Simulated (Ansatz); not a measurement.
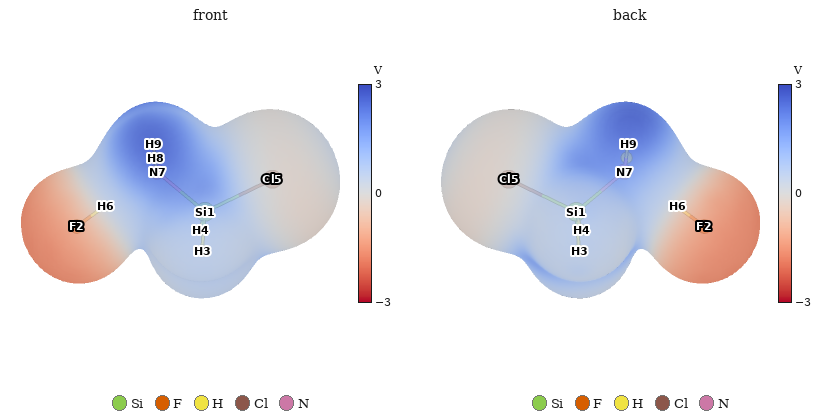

Figure 1: ClH4NSi···HF. The molecular electrostatic potential painted on the density surface at 0.002 e/bohr³, seen from the front and from behind; the colour scale runs from red (negative) to blue (positive).

The product side of a reaction path; geometry: PBE0-D4/def2-TZVP; a saddle point, not a minimum.

Method: RKS PBE0-D4/def2-TZVPP in Ansatz.

The calculation's input:

```
crystal:
  periodic: [false, false, false]
  atoms:
    - {symbol: Si, position_ang: [-0.445276, 0.938732, -0.157657]}
    - {symbol: F, position_ang: [-0.633119, -2.583815, -0.072595]}
    - {symbol: H, position_ang: [-0.882742, 0.735528, -1.551639]}
    - {symbol: H, position_ang: [-1.532567, 0.827781, 0.832966]}
    - {symbol: Cl, position_ang: [0.325716, 2.841103, -0.021148]}
    - {symbol: H, position_ang: [-0.125273, -1.787929, 0.035017]}
    - {symbol: N, position_ang: [0.719698, -0.293700, 0.207500]}
    - {symbol: H, position_ang: [1.503008, -0.369497, -0.429693]}
    - {symbol: H, position_ang: [1.070555, -0.308104, 1.157251]}
basis:
  gaussian: {orbitals: def2-TZVPP}
hamiltonian: {xc: pbe0, dispersion: d4}
output: {orbitals: {seedname: orbitals}}
```

Launched as:

```sh
ansatz run in.yaml --threads 4 --pin off --events-out ev --progress --plain --max-ram 9574MiB
```

Which sites attract a positive test charge, and which a negative one?

A positive charge is drawn to the negative regions and a negative charge to the positive ones. The most negative region (about −1.7 V) lies over F2, the most positive (about +2.6 V) over H8 and H9.
